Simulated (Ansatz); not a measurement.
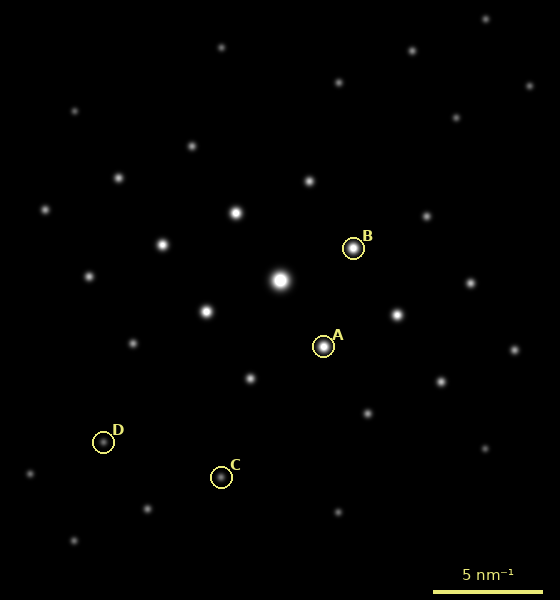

Kinematic zone-axis pattern, calculated for 200 keV electrons with B = 0.8 Å². The zone axis points towards the electron source and the pattern is seen from the source side.

Tm, space group P6_3/mmc (No. 194), a = 3.531 Å, c = 5.781 Å (hexagonal axes). Structure: the geometry relaxed with Ansatz 0.2.0, DFT PBEsol, scalar-relativistic, plane waves, PAW.

```json
{"atom": "Tm", "site": "2d", "symmetry": "-6m2", "x": "0.3333", "y": "0.6667", "z": "0.7500"}
```

Spot A is indexed 0 -1 1 and spot B 1 -1 -1.

### Give hkl for C, D.

C = 2A − 2B = -2 0 4 (d = 1.050 Å). D = A − 3B = -3 2 4 (d = 0.903 Å).

### Find the zone axis.

The cross product of A and B is parallel to [211]; every spot obeys hu + kv + lw = 0.

### What are the spacings of A and B and the angle between them?

d(A) = 2.703 Å, d(B) = 2.703 Å, and the angle is 80.1°.
